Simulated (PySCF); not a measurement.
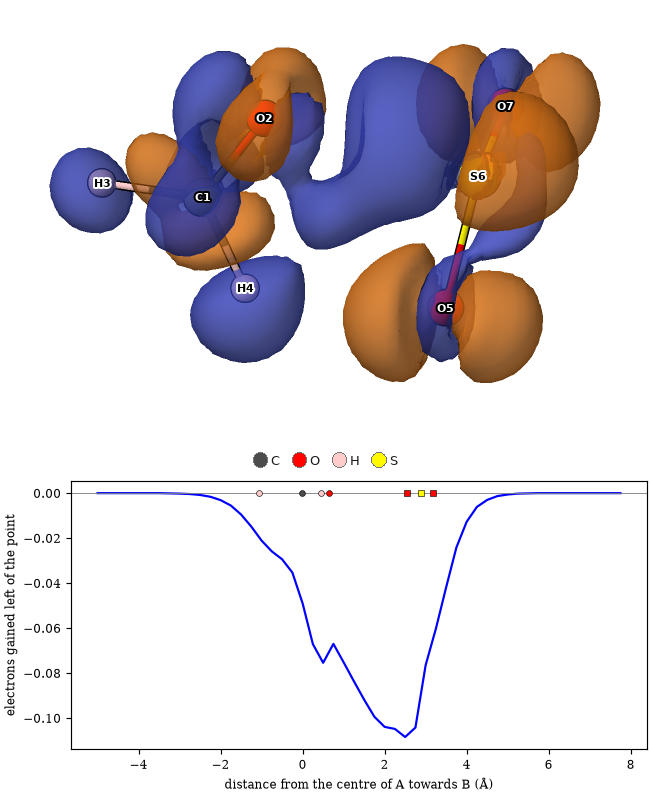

*CH2O3S, SMILES `C=O.O=S=O`. Density of the complex less the densities of the two fragments at the same geometry, ±0.01 e/Å³ (orange: gain, blue: loss). Fragment A: H2CO (atoms 1–4); fragment B: SO2. Below: the charge-displacement curve along the line of centres (A on the left).*

PySCF calculation, CAM-B3LYP/6-311G**, gas phase; geometry: GFN2-xTB. GFN2-xTB bond lengths at metals and heavier atoms can be off by up to 0.1 Å and shapes distorted, which carries into these values.

Coordinates in Å:

```
C1      -2.0054   -0.1173   -0.3202
O2      -1.3993    0.5564    0.4665
H3      -3.0538    0.0862   -0.5708
H4      -1.5293   -0.9739   -0.8233
O5       0.5458   -1.3152   -0.1733
S6       0.8604   -0.0116    0.3670
O7       1.2095    0.9810   -0.6128
```

How is the density rearranged on binding?

Answer. Hirshfeld charges show 0.097 e passing from A to B. By Hirshfeld charges, electrons gather most on O5 (−0.064 e) and leave C1 most (+0.036 e); 0.26 e is displaced in all, which induces a dipole of 1.69 D.

What is the interaction energy, and which contacts carry it?

Answer. The counterpoise-corrected interaction energy of the frozen fragments is −2.1 kcal/mol without dispersion correction and −3.5 kcal/mol with D3(BJ). The pair geometry is semi-empirical, not a minimum at this level. Contacts: O2···S6, 2.33 Å, ρ = 0.047 a.u.; H4···O5, weak C–H hydrogen bond, 2.20 Å, ρ = 0.019 a.u. The pose is a local one from a semi-empirical search, not shown to be the most stable.

Cost of the run: 26 s on 1 thread of Arm Neoverse V1, on a shared host, peak memory 0.53 GiB.
